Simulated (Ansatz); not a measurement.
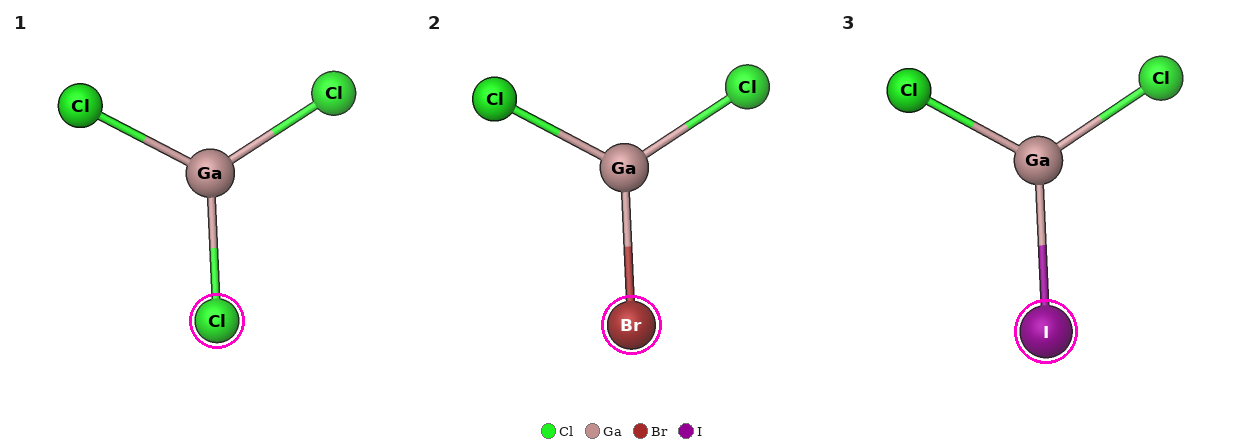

3 molecules with one skeleton, seen from the same side and at one scale; the atom that differs is circled. Each species is neutral and a spin singlet. Computed geometries: PBE0-D4/def2-TZVP optimisations, one conformation each. Properties computed with Ansatz 0.2.0. Elements past Kr carry core potentials.

One atom differs, called X below: Cl in panel 1, Br in panel 2, I in panel 3. Their formulas are GaCl3 (`[Cl][Ga]([Cl])[Cl]`), GaBrCl2 (`[Cl][Ga]([Cl])[Br]`), GaICl2 (`[Cl][Ga]([Cl])[I]`).

Rank them by the dipole moment, lowest first (B3LYP-D4/def2-TZVPP).

Answer. 1 (Cl), 2 (Br), 3 (I).

Rank them by the length of X–Ga, lowest first (PBE0-D4/def2-TZVP).

Answer. 1 (Cl), 2 (Br), 3 (I).

Give the values. With PBE0-D4/def2-TZVP: length of X–Ga (Å), mean angle X–Ga–Cl (°). With ωB97M-V/def2-SVP: HOMO energy (Kohn–Sham orbital) (eV), HOMO–LUMO gap (eV). With B3LYP-D4/def2-TZVPP: dipole moment (D).

```
                            quantity  1 (Cl)  2 (Br)   3 (I)
                  length of X–Ga (Å)   2.112   2.255   2.450
              mean angle X–Ga–Cl (°)   120.0   120.4   121.0
HOMO energy (Kohn–Sham orbital) (eV)  −11.51  −11.08  −10.30
                  HOMO–LUMO gap (eV)   11.79   11.21   10.21
                   dipole moment (D)    0.00    0.32    0.98
```
